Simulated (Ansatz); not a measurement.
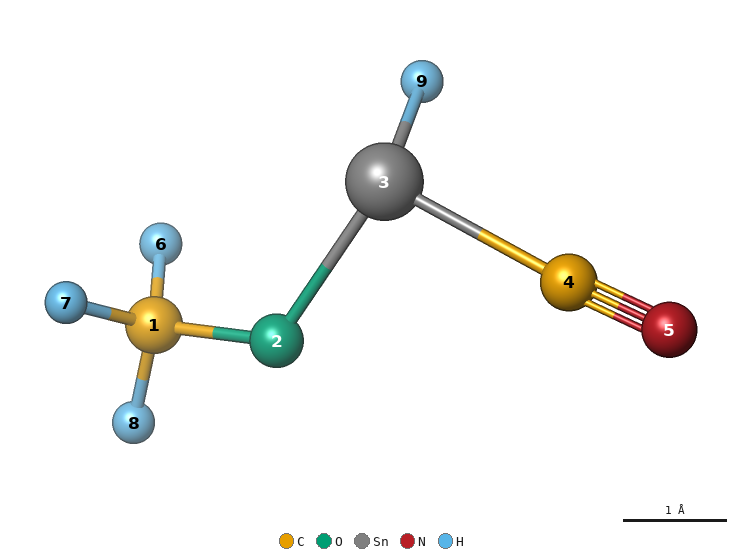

Orthographic view. Depth is shown by fading: the farther an atom, the more it takes the colour of the background. Charge 0, doublet. The geometry was computed by an optimisation with PBE0-D4/def2-TZVP.

Write the connection table.

C1: O2, H6, H7, H8
O2: C1, Sn3
Sn3: O2, C4, H9
C4: Sn3, N5
N5: C4
H6: C1
H7: C1
H8: C1
H9: Sn3
